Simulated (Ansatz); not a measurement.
Ligand exchange: C4H9F + I2 → C3H6FI + CH3I

Species: C4H9F `CC(C)CF`, singlet; I2 (iodine), singlet; C3H6FI `CC(I)CF`, singlet; CH3I `CI`, singlet. The partners trade CH3 for I: C–CH3 and I–I bonds give way to C–I and I–CH3.

Shapes, held fixed at every level: PBE0-D4/def2-TZVP. Flexible molecules stand in one conformer, not always the lowest. Programs: Ansatz 0.2.0. Electronic energies: no zero-point or thermal term.

| level | kind | ΔE (kJ/mol) | less CCSD(T)/def2-TZVPP | CPU time (sum over the molecules) |
| --- | --- | --- | --- | --- |
| HF/def2-TZVPP | Hartree–Fock | +64.5 | +23.8 | – |
| r2SCAN-D4/def2-TZVPP | meta-GGA | +52.9 | +12.2 | 36 s |
| PBE0-D4/def2-TZVPP | global hybrid | +57.3 | +16.6 | 25 s |
| wB97M-V/def2-TZVPP | range-separated hybrid | +55.7 | +15.0 | 90 s |
| wB97X-V/def2-TZVPP | range-separated hybrid | +56.1 | +15.4 | 72 s |
| B2PLYP/def2-TZVPP | double hybrid | +51.4 | +10.7 | 52 s |
| MP2/def2-TZVPP | perturbation theory | +33.8 | -6.9 | – |
| CCSD(T)/def2-TZVPP | coupled cluster or CI | +40.7 | 0.0 | 15 min |

The highest level, CCSD(T)/def2-TZVPP, gives ΔE = +40.7 kJ/mol; the levels span +33.8 to +64.5. The column of differences is taken from that level and isn't an error. No measured value is set beside it here. For atoms past krypton def2 sets carry core potentials with scalar relativity. Correlated rows may include outer-core shells of I, which these sets cover unevenly. Times are processor times on shared x86 and Arm servers, and rough.

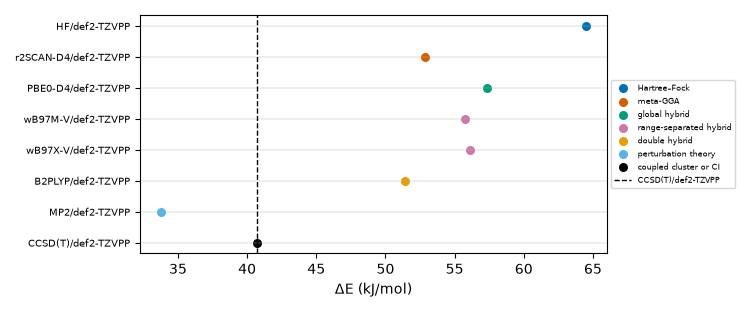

The values of the table, level by level.
